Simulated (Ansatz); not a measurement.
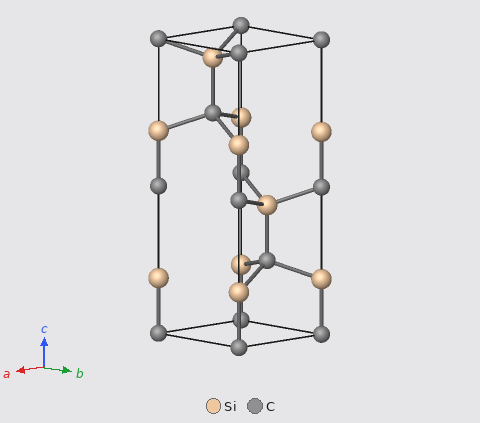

SiC, space group P6_3mc (No. 186), a = 3.094 Å, b = 3.094 Å, c = 10.130 Å, α = 90.00°, β = 90.00°, γ = 120.00°

```tsv
site	Wyckoff	x	y	z
Si1	2b	0.6667	0.3333	0.9378
Si2	2a	0.0000	0.0000	0.6879
C1	2b	0.6667	0.3333	0.7498
C2	2a	0.0000	0.0000	0.5005
```

Source: the end point of a relaxation with Ansatz 0.2.0, DFT, PBE, plane waves, PAW.

How is the cell volume shared among the sites in a plain Voronoi partition?

Answer.
```
site  faces above 1 % of the sphere  volume (Å³)  solid angle by neighbour (%)
 Si1                             10        10.63                    C 89 Si 11
 Si2                              5        10.37                     C 91 Si 9
  C1                             13        10.60                    Si 90 C 10
  C2                              8        10.39                     Si 91 C 9
```

Weighted by multiplicity the volumes add up to the cell volume, 84.0 Å³.

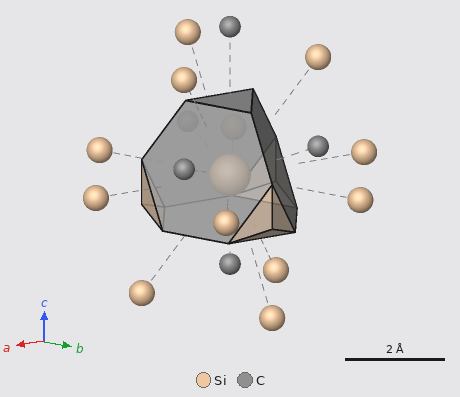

The computed Voronoi cell of Si2, with the neighbours that bound it.
